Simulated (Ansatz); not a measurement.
The reference is BeS in the zinc blende structure (space group F-43m, No. 216; a = 4.838 Å).

One thing is altered: a fraction x = 0.333 of the Be sites is given to Ca, ordered in a cell of 6 atoms (starting symmetry I-4m2) and fully relaxed.

All numbers come from Ansatz (a program for electronic structure), PBEsol, PAW, cutoff 420 eV, without spin-orbit coupling.

The zone is the changed cell's own and can be folded.

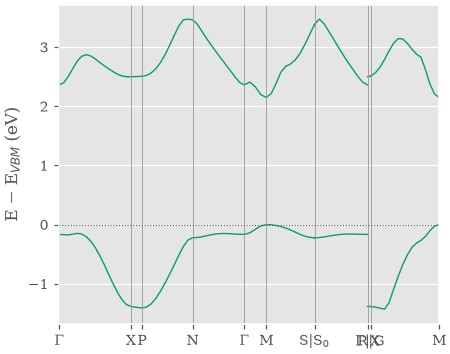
Figure: Highest valence and lowest conduction band along the path of the changed cell's own zone

**Question.** Read the changed gap and its character from the plot.

**Answer.** About 2.1 eV, direct at M.

Each cell is one ordered arrangement of few atoms, which overstates ordering effects compared with a random alloy. Whether these cells are dynamically stable was not tested. k-point labels follow each cell's own Brillouin zone.
